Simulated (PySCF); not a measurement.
```xyz
6

F     1.5792    0.1328   -0.1252
P     0.0005    0.0003   -0.0041
F    -0.1493    1.5255   -0.2920
F     0.1535   -0.4980    1.4650
F    -0.0023   -1.0256   -1.1788
F    -1.5784   -0.1330    0.1135
```

Geometry: GFN2-xTB.

Level of theory: PBE0/def2-SVPD, SCF density, gas phase in PySCF 2.14.0.

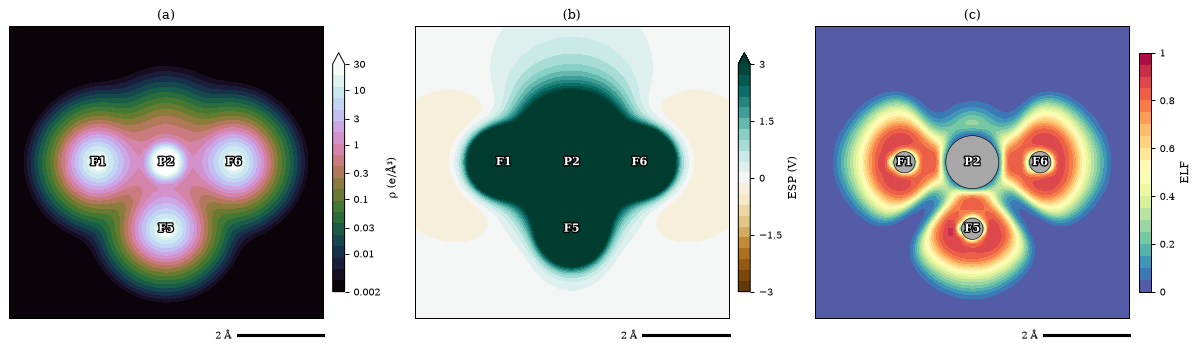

F₅P (pentafluorophosphorane). (a) total electron density; (b) molecular electrostatic potential; (c) electron localisation function on the plane of atoms F5, P2 and F6. Grey discs cover the atomic cores in the ELF map.

Describe what can be read from this map.

Answer. Atoms in the plane: F and P. P–F (1.59 Å): ρ at the midpoint is about 1.4 e/Å³; the ELF peaks at about 0.85 between the atoms; a polar covalent bond. The ELF also peaks beside F5, F1 and F6, away from the bonds: lone-pair regions. Outside the dense part of the molecule the potential is most negative (−0.3 V) near F1 and F6.
